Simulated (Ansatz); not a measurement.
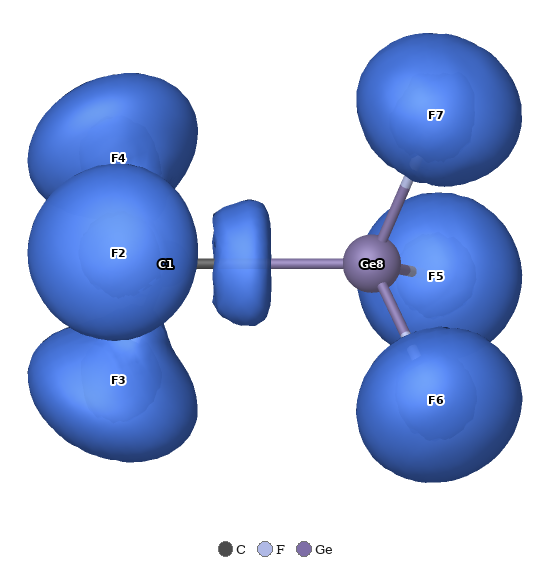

Figure. CF6Ge. Isosurface of the ELF at 0.75 (blue), seen from one side. Only the valence region is drawn (cores and ρ < 0.01 e/Å³ removed).

Geometry: PBE0-D4/def2-SVP.

Level of theory: isolated molecule in a Gaussian basis; Kohn-Sham density functional theory, functional PBE0 (Ansatz 0.2.0).

```xyz
8

C    -1.2207    1.3021   -0.7286
F    -1.4299    2.6131   -0.7427
F    -1.7502    0.7738   -1.8255
F     0.0880    1.0789   -0.7365
F    -1.7887   -1.1965    0.9400
F    -3.7333    0.7587    0.9274
F    -1.3874    1.1563    2.3213
Ge   -2.0452    0.4927    0.8900
```

Where are the electrons localised?

Answer. The surface consists of one lobe of the valence shell of C pointing towards Ge (polar bonds), three regions on F in which the atom's valence shell and bonds are merged and three regions wrapped around F (the valence shell of each). Profiles from the grid: C–F (1.33 Å): the ELF peaks at about 0.85 between the atoms (a shared but strongly polarised pair). Ge–F (1.71 Å): the ELF peaks at about 0.85 in the valence shell of F, 0.6 Å from its nucleus, and is about 0.20 at the midpoint.
